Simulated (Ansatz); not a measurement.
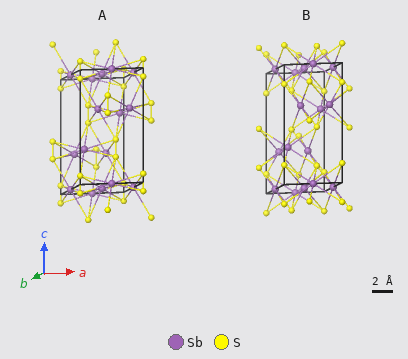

Two geometries of crystalline Sb$_{3}$S$_{2}$ (a generated structure, set up in R-3m) (coarse preliminary run), drawn at one scale. One is the start of a relaxation, the other its converged end. Style: ball-and-stick. Shown: the conventional cell (3 times the calculation's cell), from a free direction. Lengths and directions refer to the drawn axes.

Computed with DFT PBE, scalar-relativistic, plane waves, PAW in Ansatz 0.2.0. (plane-wave cutoff 420 eV; k-point mesh 3 × 3 × 3; occupations gaussian; smearing width 0.1 eV; no spin polarisation; cell and atoms relaxed; force threshold 0.04 eV/Å; at most 70 steps)

> Which geometry has the lower energy?

Structure B is the relaxed one. Over 10 accepted moves (11 points after the start) the energy falls by 419 meV per atom. The largest force component goes from 4.5 to 0.03 eV/Å. The pressure goes from −1.84 to 0.29 GPa. At 1 point the geometry stayed and the basis and grid were re-selected for the new cell (energy shift of 0.5 meV per atom at most each time). The largest moves relative to the cell, 1.08 Å, are those of S atoms. Sb stays in place. Cell: a = b 6.633 → 6.095 Å (−8.1 %), c 11.932 → 12.479 Å (+4.6 %). Volume −11.7 %. Among the contacts that change: S–S 1.819 → 4.059 Å, S–Sb 3.616 → 2.763 Å, S–Sb 3.439 → 3.662 Å. Bonds break, among them: S–S (1.82 → 4.06 Å). The space group stays R-3m (No. 166). The run took 30 s on 1 thread of Arm Neoverse V2 (shared host), peak memory 0.38 GiB.

Limits of the set-up: the k-point mesh is coarse for a cell with partly filled bands.
